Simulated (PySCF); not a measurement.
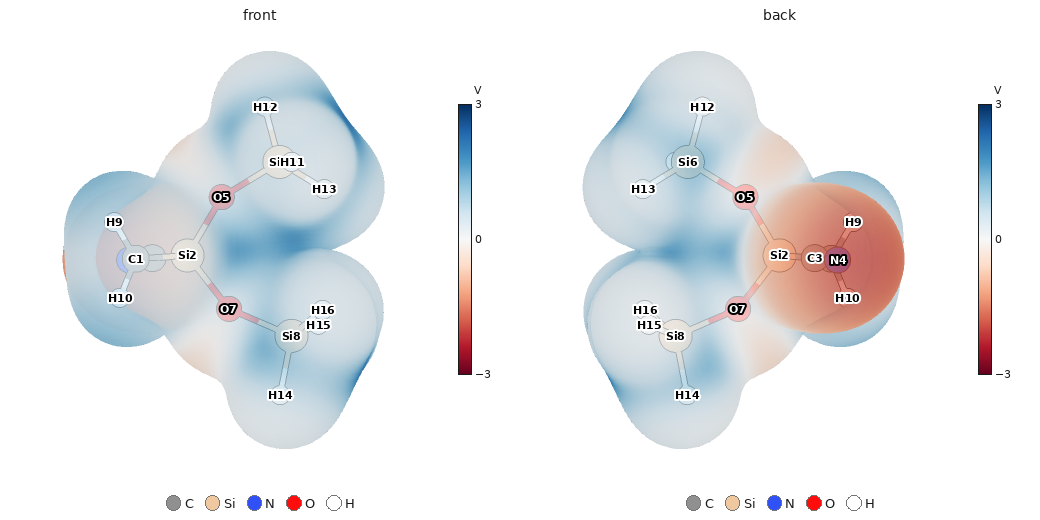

The picture shows: C2H8NO2Si3 (SMILES [CH2][Si](C#N)(O[SiH3])O[SiH3]) (doublet). The electrostatic potential painted on the density surface at 0.002 e/bohr³, seen from the front and from behind; the colour scale runs from red (negative) to blue (positive).

Geometry: GFN2-xTB.

Theory: UKS B3LYP, pcH-1 on C H N O Si, non-relativistic, mean-field spin-orbit, GIAO (PySCF 2.14.0, density-fitted response routines).

```yaml
atoms:
  - { symbol: C, position_ang: [-0.0463, -1.5816, 2.2898] }
  - { symbol: Si, position_ang: [0.0214, -0.9572, 0.5579] }
  - { symbol: C, position_ang: [0.1417, -2.3754, -0.6681] }
  - { symbol: N, position_ang: [0.2178, -3.2645, -1.3842] }
  - { symbol: O, position_ang: [-1.3266, -0.1678, 0.1431] }
  - { symbol: Si, position_ang: [-2.1049, 1.2030, -0.2489] }
  - { symbol: O, position_ang: [1.3416, -0.0576, 0.3143] }
  - { symbol: Si, position_ang: [2.0581, 1.3166, -0.1729] }
  - { symbol: H, position_ang: [-0.9675, -1.9000, 2.7432] }
  - { symbol: H, position_ang: [0.8435, -1.8130, 2.8469] }
  - { symbol: H, position_ang: [-2.1784, 2.0239, 0.9602] }
  - { symbol: H, position_ang: [-3.4084, 0.7171, -0.6891] }
  - { symbol: H, position_ang: [-1.3582, 1.8876, -1.3040] }
  - { symbol: H, position_ang: [3.4423, 1.1173, 0.2443] }
  - { symbol: H, position_ang: [1.9044, 1.4244, -1.6228] }
  - { symbol: H, position_ang: [1.4120, 2.4362, 0.5137] }
```

**Which sites attract a positive test charge, and which a negative one?**

A positive charge is drawn to the negative regions and a negative charge to the positive ones. The most negative region (about −1.9 V) lies over N4, the most positive (about +2.1 V) over Si6 and Si8. N4 is the likeliest acceptor of a hydrogen bond.
